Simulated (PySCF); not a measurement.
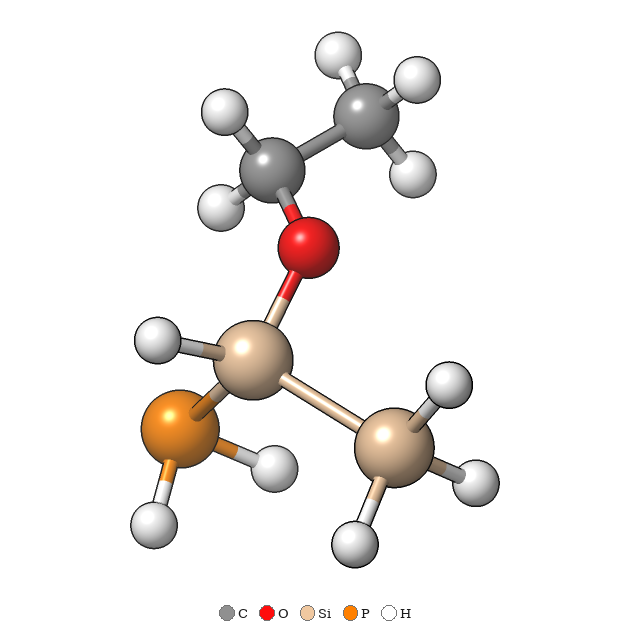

The picture shows a molecular structure as a ball-and-stick model. Every bond is drawn as one stick, whatever its order.

The computed structure is the end point of a GFN2-xTB optimisation. No frequency run is at hand to confirm it as a minimum.

**What is the molecular formula?**

C₂H₁₁OPSi₂, 17 atoms: 2 carbon, 11 hydrogen, 1 oxygen, 1 phosphorus and 2 silicon.

**Name functional groups in it.**

Among them: Si–H bond, Si–O bond.

The parts below concern this one geometry. Atoms keep their numbers from picture to picture.

**Symmetry**

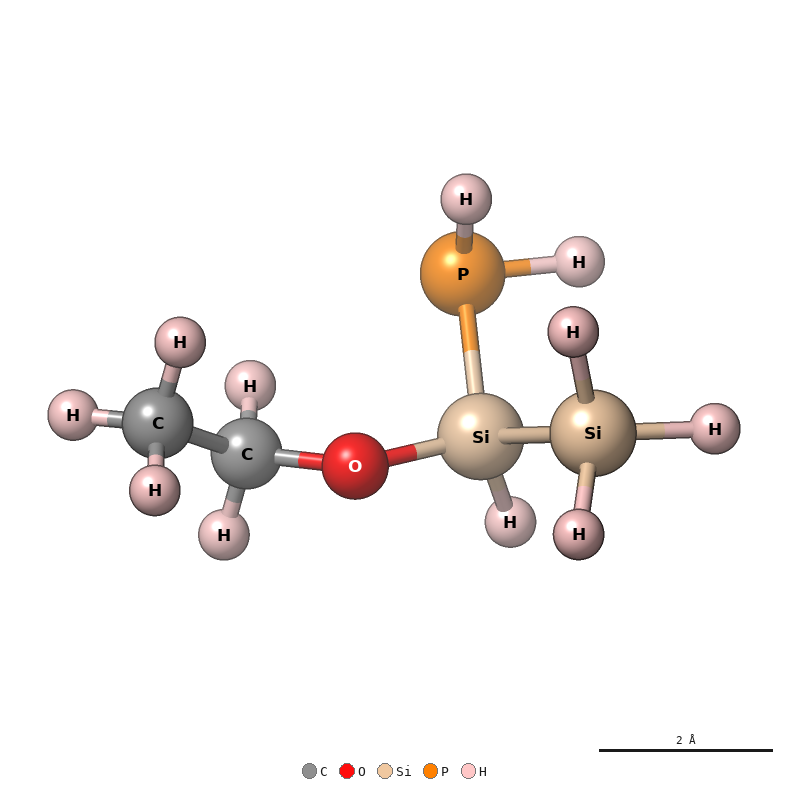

Atoms fade into the background with distance from the viewer. No frequency run is at hand to confirm it as a minimum. Masses are those of the most abundant isotopes; constants are for the rigid equilibrium geometry.

**What kind of rotor is it, and what are its rotational constants in cm⁻¹?**

An asymmetric top (C1): A = 0.0599, B = 0.0406, C = 0.0273 cm⁻¹. Ray's parameter κ is −0.18, midway between the limits.

**NMR shielding**

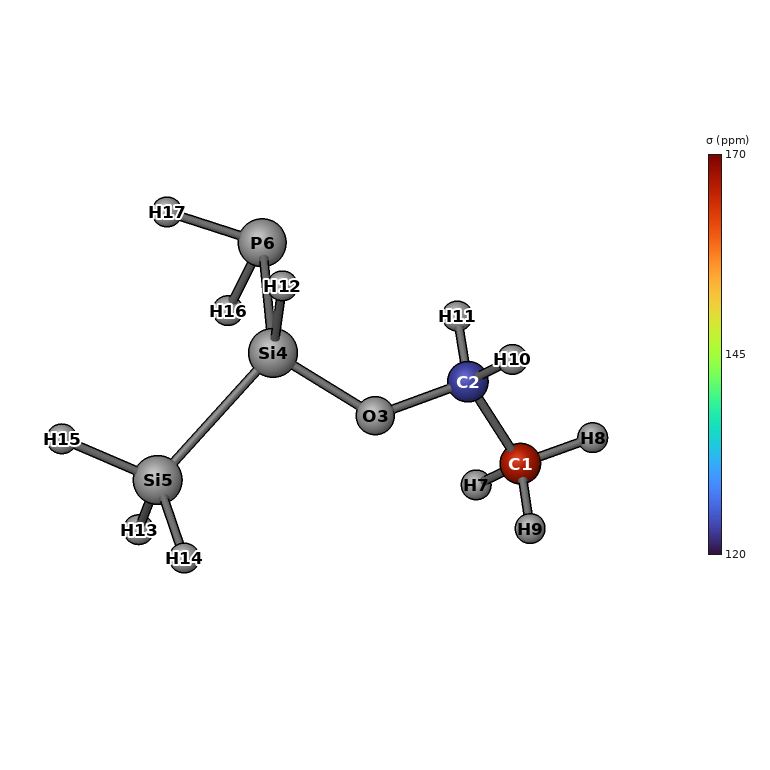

Atoms are coloured by their isotropic NMR shieldings (C only, the others grey). No frequency run is at hand to confirm it as a minimum. Level of theory: GIAO PBE0/pcSseg-1 NMR shielding, non-relativistic, gas phase (PySCF 2.14.0).

Give the isotropic NMR shieldings of the C atoms atom by atom.

```json
{"atom": "C1", "σ (ppm)": "166.2"}
{"atom": "C2", "σ (ppm)": "123.3"}
```

**Electronic properties**

No frequency run is at hand to confirm it as a minimum. Level of theory: PBE0/pcSseg-1, gas phase (PySCF 2.14.0).

Computed properties:

- dipole moment: 0.41 D
- HOMO energy (Kohn–Sham orbital): −7.24 eV
- LUMO energy (Kohn–Sham orbital): −0.33 eV
- HOMO–LUMO gap: 6.92 eV

**Quadrupole coupling**

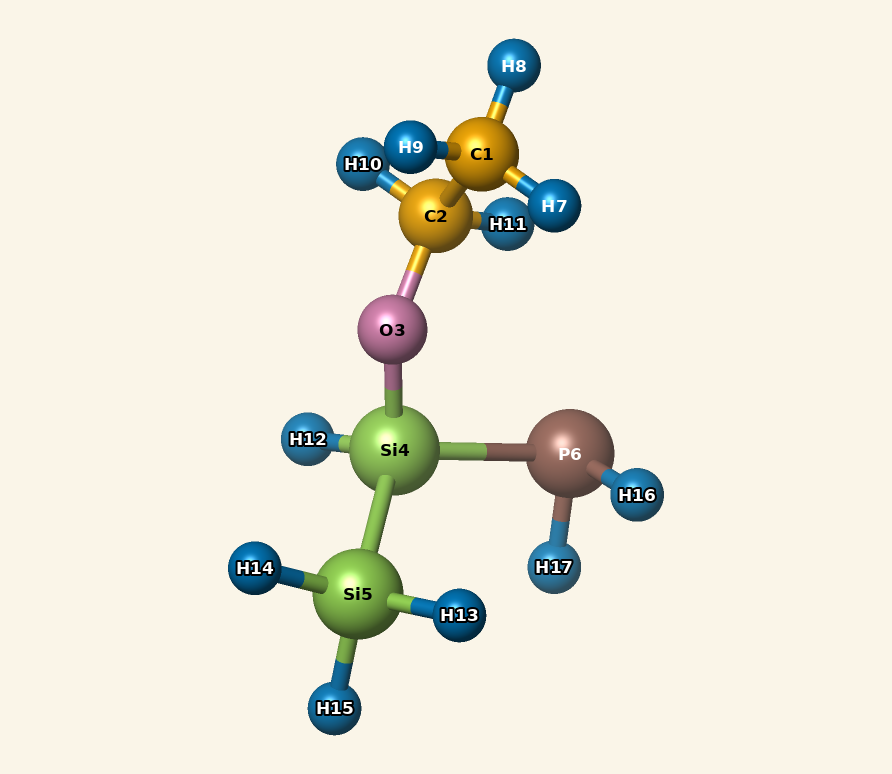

No frequency run is at hand to confirm it as a minimum. Electric field gradients from the ground-state density, PBE0/pcSseg-1 (PySCF 2.14.0), non-relativistic apart from any core potentials.

Give the largest field-gradient component, the quadrupole coupling constant and the asymmetry for 17O at O3 (Q = −25.6 mb), 2H at H7 (Q = 2.86 mb), 2H at H8 (Q = 2.86 mb), 2H at H9 (Q = 2.86 mb), 2H at H10 (Q = 2.86 mb).

```json
{"atom": "O3", "V_zz (a.u.)": "1.686", "e²qQ/h (MHz)": "−10.14", "η": "0.36"}
{"atom": "H7", "V_zz (a.u.)": "0.315", "e²qQ/h (MHz)": "0.212", "η": "0.03"}
{"atom": "H8", "V_zz (a.u.)": "0.317", "e²qQ/h (MHz)": "0.213", "η": "0.03"}
{"atom": "H9", "V_zz (a.u.)": "0.315", "e²qQ/h (MHz)": "0.212", "η": "0.02"}
{"atom": "H10", "V_zz (a.u.)": "0.289", "e²qQ/h (MHz)": "0.194", "η": "0.06"}
```

**Charges**

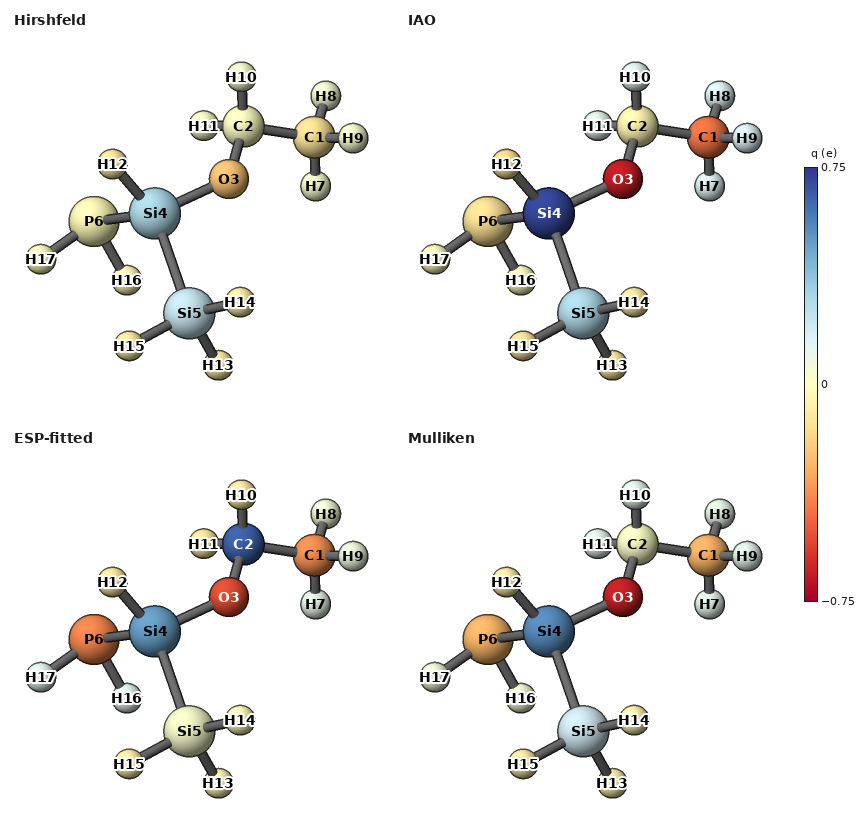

Atomic charges of one calculation by 4 schemes, on one colour scale. No frequency run is at hand to confirm it as a minimum. Level of theory: PBE0/pcSseg-1 (PySCF 2.14.0).

**On which atom do the schemes disagree most?**

On C2 (from −0.04 to 0.64 e).

List the charges (e), one line for each set of equivalent atoms.

| atom | Hirshfeld | IAO | ESP-fitted | Mulliken |
| --- | --- | --- | --- | --- |
| C1 | −0.12 | −0.42 | −0.36 | −0.28 |
| C2 | 0.01 | −0.04 | 0.64 | 0.02 |
| O3 | −0.22 | −0.65 | −0.52 | −0.64 |
| Si4 | 0.28 | 0.70 | 0.48 | 0.53 |
| Si5 | 0.21 | 0.28 | 0.03 | 0.18 |
| P6 | −0.02 | −0.13 | −0.38 | −0.27 |
| H7 | 0.04 | 0.15 | 0.11 | 0.11 |
| H8 | 0.05 | 0.15 | 0.06 | 0.11 |
| H9 | 0.04 | 0.15 | 0.08 | 0.12 |
| H10 | 0.04 | 0.13 | −0.08 | 0.11 |
| H11 | 0.03 | 0.12 | −0.10 | 0.12 |
| H12 | −0.09 | −0.14 | −0.09 | −0.07 |
| H13 | −0.07 | −0.09 | −0.03 | −0.06 |
| H14 | −0.07 | −0.09 | −0.01 | −0.05 |
| H15 | −0.08 | −0.11 | −0.06 | −0.08 |
| H16 | −0.01 | −0.01 | 0.12 | 0.06 |
| H17 | −0.01 | 0.00 | 0.12 | 0.07 |

Mulliken values depend strongly on the basis set and can even reverse the polarity of a bond. The geometry is semi-empirical. Around P, Si such bond lengths and angles can be off by a tenth of an ångström or more and by several degrees, and values that hang on the shape move with them.
